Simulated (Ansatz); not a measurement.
# BH2F− (SMILES [BH2-]F) at UB2PLYP/STO-3G

Aim: the vertical doublet–quartet gap of BH2F− at UB2PLYP/STO-3G, from 2 runs. 

The calculation is run with Ansatz 0.2.0.

1 further run of the same task is left out (it didn't finish).

### 1 The structure to begin with

BH2F− has 4 atoms, charge -1, and is taken as a doublet. As SMILES, `[BH2-]F`. Geometry: relaxed at GFN2-xTB.

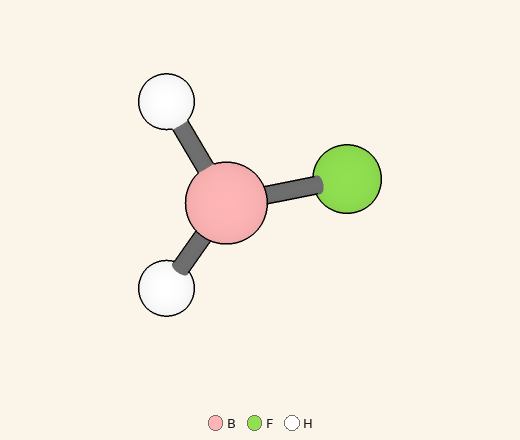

Viewed from a chosen angle; boron pink, fluorine green, hydrogen white.

### 2 A single-point energy at UB2PLYP/STO-3G

The input, input.yaml:

```yaml
crystal:
  periodic: [false, false, false]
  atoms:
    - {symbol: B, position_ang: [-0.086340, 0.304430, 0.102380]}
    - {symbol: F, position_ang: [1.031910, -0.468820, 0.732960]}
    - {symbol: H, position_ang: [-1.140340, -0.333670, 0.256190]}
    - {symbol: H, position_ang: [0.194760, 0.498060, -1.091520]}
basis:
  gaussian: {orbitals: STO-3G}
total_charge: -1
magnetization: {spin_polarized: true, initial_magnetization: 1}
hamiltonian: {xc: {name: B2PLYP}}
correlation: {frozen_orbitals: {B: 1, F: 1, H: 0}}
accuracy: high
```

Started as:

```
ansatz run input.yaml --threads 1 --pin off --max-ram 2610MiB --events-out events.jsonl --progress --plain --runs-dir runs
```

What it wrote:

```text
Warning: RAYON_NUM_THREADS=1 ignored (pool sized by the plan → 1); use --threads N
Functional definition: B2PLYP
  name "B2PLYP"
  parameter a = 0.53
  parameter c = 0.27
  exchange = (1 - a)*b88_x + a*exact_x
  correlation = (1 - c)*lyp_c + c*(mp2_os + mp2_ss)
188 factors; integrals over basis functions are off by at most 3.7e-8 eV
mean field evaluation 1: about -3364.5508 eV, gradient 1.8e1 eV
mean field evaluation 2: about -3364.5610 eV, gradient 1.8e1 eV
mean field evaluation 4: about -3367.3822 eV, gradient 1.6e0 eV
mean field evaluation 8: about -3367.4387 eV, gradient 3.9e-2 eV
mean field evaluation 16: about -3367.4387 eV, gradient 7.6e-7 eV
mean field -3367.43869649 eV, -123.7510895641 hartree, gradient 3.2e-8 eV, S^2 0.751817; 0 other end points of the search recorded, 0 dependent functions left out
2 core orbitals not correlated: weight in the atoms' cores, before any rotation towards them, 1.000 or more for the frozen orbitals, at most 0.000 for the correlated occupied ones
reference -3367.43870976 eV, -123.7510900519 hartree; 7, 6 occupied and 3, 4 virtual orbitals, 188 factors
second order -1.66586496 eV of doubles, -0.00000000 eV of singles
Total energy: -3367.88849330 eV, -123.7676192921 hartree
```

It took 0.93 s on 1 thread of AMD EPYC 7R43 (Zen 3), shared host; peak memory 0.13 GiB.

### 3 The quartet

The input, run.yaml:

```yaml
crystal:
  periodic: [false, false, false]
  atoms:
    - {symbol: B, position_ang: [-0.086340, 0.304430, 0.102380]}
    - {symbol: F, position_ang: [1.031910, -0.468820, 0.732960]}
    - {symbol: H, position_ang: [-1.140340, -0.333670, 0.256190]}
    - {symbol: H, position_ang: [0.194760, 0.498060, -1.091520]}
basis:
  gaussian:
    orbitals: STO-3G
correlation:
  frozen_orbitals: {B: 1, F: 1, H: 0}
magnetization:
  spin_polarized: true
  initial_magnetization: 3
hamiltonian:
  xc: {name: B2PLYP}
accuracy: high
total_charge: -1
```

Started as:

```
ansatz run run.yaml --threads 1 --pin off --max-ram 2610MiB --events-out events.jsonl --progress --plain --runs-dir runs
```

What it wrote, shortened:

```text
Warning: RAYON_NUM_THREADS=1 ignored (pool sized by the plan → 1); use --threads N
[... 2 set-up lines as earlier in the session ...]
[...]
188 factors; integrals over basis functions are off by at most 3.7e-8 eV
[...]
mean field -3355.08738282 eV, -123.2971871586 hartree, gradient 2.0e-8 eV, S^2 3.751529; 5 other end points of the search recorded, 0 dependent functions left out
2 core orbitals not correlated: weight in the atoms' cores, before any rotation towards them, 1.000 or more for the frozen orbitals, at most 0.000 for the correlated occupied ones
reference -3355.08739615 eV, -123.2971876484 hartree; 8, 5 occupied and 2, 5 virtual orbitals, 188 factors
second order -0.99703497 eV of doubles, -0.00000000 eV of singles
Total energy: -3355.35659559 eV, -123.3070805454 hartree
```

It took 1.4 s on 1 thread of AMD EPYC 7R43 (Zen 3), shared host; peak memory 0.12 GiB.

### 4 Summary of results

At UB2PLYP/STO-3G, 2 core orbitals frozen:

| quantity | value |
| --- | --- |
| doublet: total energy | -123.76762 Eh |
| doublet: ⟨S²⟩ | 0.752 |
| quartet: total energy | -123.30708 Eh |
| quartet: ⟨S²⟩ | 3.752 |
| vertical energy of the quartet above the doublet | 12.532 eV |

**Reading.** At this shape the quartet lies 12.53 eV (289 kcal/mol) above the doublet. For an anion a state so high probably lies above electron detachment. In a minimal basis such a difference can be off by several eV, whatever the method.
